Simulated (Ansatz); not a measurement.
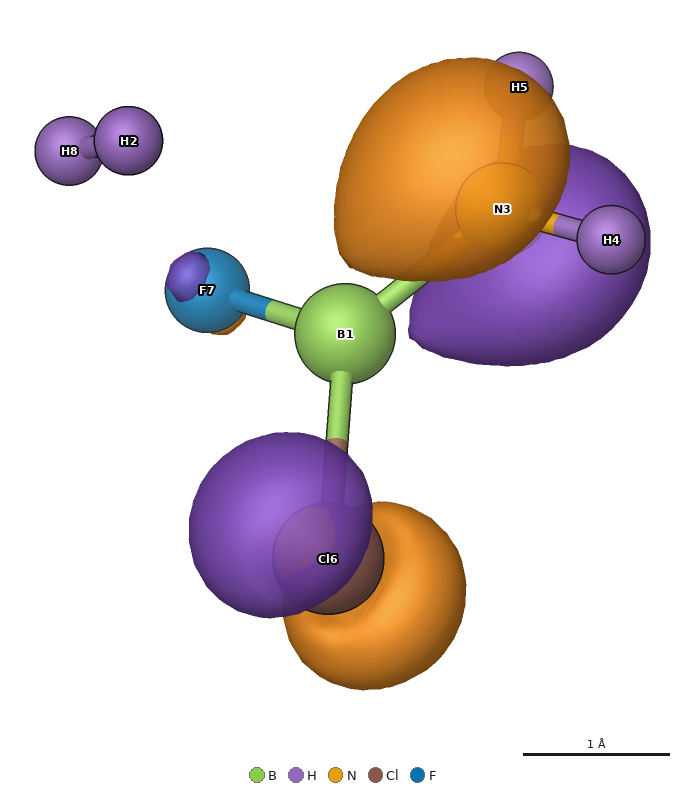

BClFH$_{2}$N···H$_{2}$. The HOMO at ±0.2 Å⁻³ᐟ² (orange and purple are the two phases), seen across its widest extent.

Not at a stationary point (largest force 1.6 eV/Å).

The calculation used RKS B3LYP/6-31G* in Ansatz.

Input

```
crystal:
  periodic: [false, false, false]
  atoms:
    - { symbol: B, position_ang: [0.0, 0.0, 0.0] }
    - { symbol: H, position_ang: [0.0, 0.0, 1.54] }
    - { symbol: "N", position_ang: [1.3423, 0.0, -0.775] }
    - { symbol: H, position_ang: [1.8089, -0.9179, -1.0268] }
    - { symbol: H, position_ang: [1.7937, 0.9179, -1.0532] }
    - { symbol: Cl, position_ang: [-1.6108, 0.0, -0.93] }
    - { symbol: F, position_ang: [-0.2026, 1.5239, 0.5108] }
    - { symbol: H, position_ang: [-0.1143, 0.86, 1.4996] }
basis:
  gaussian: { orbitals: "6-31G*" }
hamiltonian:
  xc: b3lyp
relax:
  f_tol: 0.15
  max_steps: 25
  restrain:
    - { distance: [0, 6], at: 1.32, k: 30.0 }
    - { distance: [7, 1], at: 0.66, k: 30.0 }
    - { distance: [0, 1], at: 2.39, k: 30.0 }
    - { distance: [7, 6], at: 2.12, k: 30.0 }
output:
  orbitals: {}
```

Launched as:

```sh
ansatz run input.yaml --threads 1 --pin off --max-ram 2048MiB --backend cpu --events-out ev --progress --plain --runs-dir out
```

The fields are those of the run's last geometry, not of the input's.

**Describe this orbital and give its energy.**

Its weight (Hirshfeld) is mainly on N3 (about 55 %), Cl6 (about 25 %) and B1 (about 10 %); largely a combination of lone pairs on N3 and Cl6. Its energy is −7.99 eV.
